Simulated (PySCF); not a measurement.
**r2SCAN/ma-def2-TZVP run of GeH4O2 (SMILES [OH][GeH2][OH])**

What is the vertical ionisation energy of GeH4O2 at r2SCAN/ma-def2-TZVP? Input form: a Python script.

The results are computed with PySCF 2.14.0.

## 1. The system as given

GeH4O2: 7 atoms, total charge 0, spin state singlet. As SMILES, `[OH][GeH2][OH]`. The shape is that of a PBE0-D4/def2-TZVP optimisation. This is one conformer, not always the lowest.

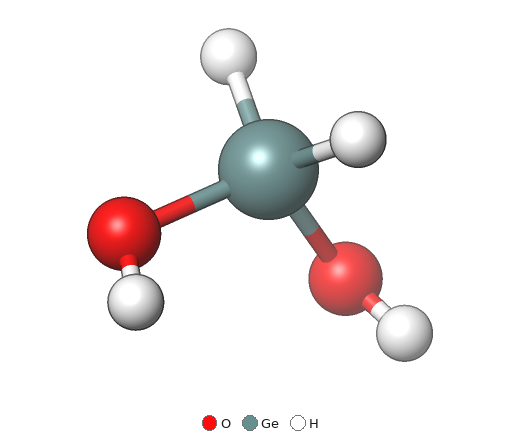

The structure, seen from a chosen angle (oxygen red, germanium teal, hydrogen white).

## 2. A single-point energy at r2SCAN/ma-def2-TZVP

File run.py:

```python
from pyscf import gto, dft

mol = gto.Mole()
mol.atom = '''
O     -2.818149    -0.786126    -0.328623
Ge     0.044409     0.712427     0.576933
O      2.546217    -1.509702     0.757024
H     -3.089513    -0.791228    -2.120462
H      0.686726     2.759945    -1.396697
H     -0.325978     1.631023     3.283021
H      3.071939    -2.145217    -0.857558
'''
mol.basis = 'ma-def2-tzvp'
mol.unit = 'bohr'
mol.verbose = 3
mol.max_memory = 1860
mol.charge = 0
mol.build()

mf = dft.RKS(mol, xc='r2scan')
mf.conv_tol = 1e-10
mf.grids.level = 4
mf.kernel()
if not mf.converged:
    mf = mf.newton().run(mf.mo_coeff, mf.mo_occ)

energy = mf.e_tot
print('E = %.10f Eh' % energy)
```

Launch:

```console
$ OMP_NUM_THREADS=1 python run.py
```

The program printed:

```text
converged SCF energy = -2229.88560269145
E = -2229.8856026914 Eh
```

Wall time 53 s (1 thread of Arm Neoverse V1, shared host); peak memory 1 GiB.

## 3. The doublet cation at the same level

File run.py:

```python
from pyscf import gto, dft

molecule = gto.M(
    atom=[
    ('O', (-1.491300, -0.416000, -0.173900)),
    ('Ge', (0.023500, 0.377000, 0.305300)),
    ('O', (1.347400, -0.798900, 0.400600)),
    ('H', (-1.634900, -0.418700, -1.122100)),
    ('H', (0.363400, 1.460500, -0.739100)),
    ('H', (-0.172500, 0.863100, 1.737300)),
    ('H', (1.625600, -1.135200, -0.453800)),
],
    charge=1,
    spin=1,
    max_memory=1860,
    basis='ma-def2-tzvp',
    verbose=3,
)

mf = dft.UKS(molecule)
mf.xc = 'r2scan'
mf.grids.level = 4
mf.conv_tol = 1e-10
mf.kernel()
if not mf.converged:
    mf = mf.newton().run(mf.mo_coeff, mf.mo_occ)

energy = mf.e_tot
print('E = %.10f Eh' % energy)
```

Launch:

```console
$ OMP_NUM_THREADS=1 python run.py
```

The program printed:

```text
WARN: HOMO -0.34357995654446 >= LUMO -0.343579956544453

converged SCF energy = -2229.48754487446  <S^2> = 0.75942131  2S+1 = 2.0093992
E = -2229.4875448745 Eh
```

It took 3.1 min on 1 thread of Arm Neoverse V1, shared host; peak memory 1 GiB.

## 4. Results

At r2SCAN/ma-def2-TZVP:

| quantity | value |
| --- | --- |
| singlet GeH4O2: total energy | -2229.88560 Eh |
| singlet GeH4O2: dipole moment | 2.59 D |
| singlet GeH4O2: HOMO energy | -7.52 eV |
| singlet GeH4O2: LUMO energy | -0.54 eV |
| singlet GeH4O2: HOMO–LUMO gap | 6.98 eV |
| doublet cation: total energy | -2229.48754 Eh |
| doublet cation: HOMO energy (highest over α and β) | -14.49 eV |
| doublet cation: LUMO energy (lowest over α and β) | -14.08 eV |
| doublet cation: ⟨S²⟩ | 0.759 |
| vertical ionisation energy (to the doublet cation) | 10.832 eV |

**Reading.** The vertical ionisation energy comes to 10.83 eV (250 kcal/mol). −ε(HOMO) before ionisation, 7.52 eV, is 3.31 eV below this ionisation energy. Mulliken charges (singlet GeH4O2) run from -0.53 on O1 to +0.40 on Ge2; they depend strongly on the basis.
